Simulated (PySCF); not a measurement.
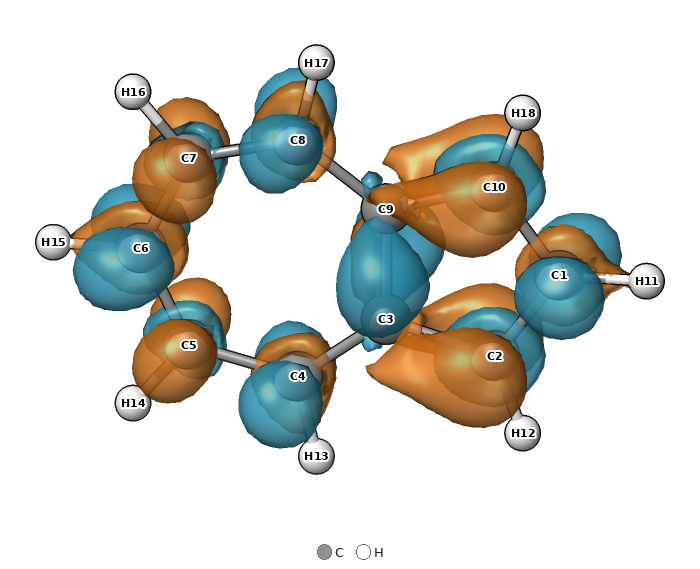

Figure. C10H8, SMILES `C1=CC2=CC=CC=CC2=C1`. Dual descriptor f⁺ − f⁻ at ±0.02 e/Å³ (light blue positive, orange negative).

Method: PBE0/def2-SVP; geometry: GFN2-xTB; program: PySCF. No frequency check shows the geometry to be a minimum.

Question: Which atoms come out as electrophilic, and which as nucleophilic?

Answer: Electrophilic (positive): C6 (+0.06) and C1 (+0.05). Nucleophilic (negative): C2 and C10 (−0.08). f⁻ (Hirshfeld-condensed) is largest on C2 and C10 (0.12 each) and C5 and C7 (0.09 each); the vertical ionisation energy is 7.33 eV (the stability of the cation's solution wasn't checked). f⁺ (Hirshfeld-condensed) is largest on C6 (0.10), C1 (0.10) and C4 and C8 (0.09 each); the vertical electron affinity is 0.35 eV (the stability of the anion's solution wasn't checked; the anion's highest orbital has positive energy, so this value and f⁺ depend on the basis).
